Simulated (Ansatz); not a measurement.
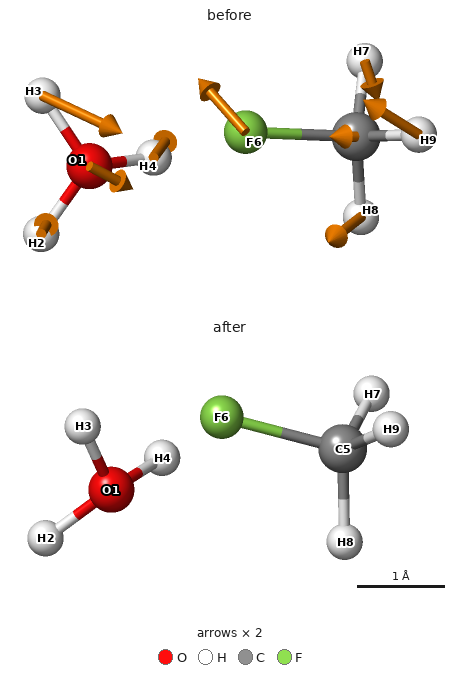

The structure of CH6FO (charge +1) (coarse preliminary run) before (top) and after (bottom) a relaxation, at one scale. The orange arrows give the displacements, magnified 2 times.

The picture is a ball-and-stick view, seen at a tilt.

Theory: Ansatz 0.2.0, RKS PBE-D4/def2-SVP. (force threshold 0.03 eV/Å; at most 250 steps)

Summarise the run.

Answer. The atom that moves furthest after the best rigid fit is H3 (0.62 Å). By element the largest moves are H 0.62 Å, F 0.48 Å, O 0.34 Å, C 0.20 Å. Near-neighbour distances that change, for instance: H4–F6 1.579 → 1.317 Å, O1–H4 1.012 → 1.090 Å, C5–F6 1.401 → 1.458 Å, C5–H7 1.087 → 1.104 Å. Among the angles between lasting bonds that change: F6–C5–H7 107.4° → 105.2°. The optimiser took 15 steps.
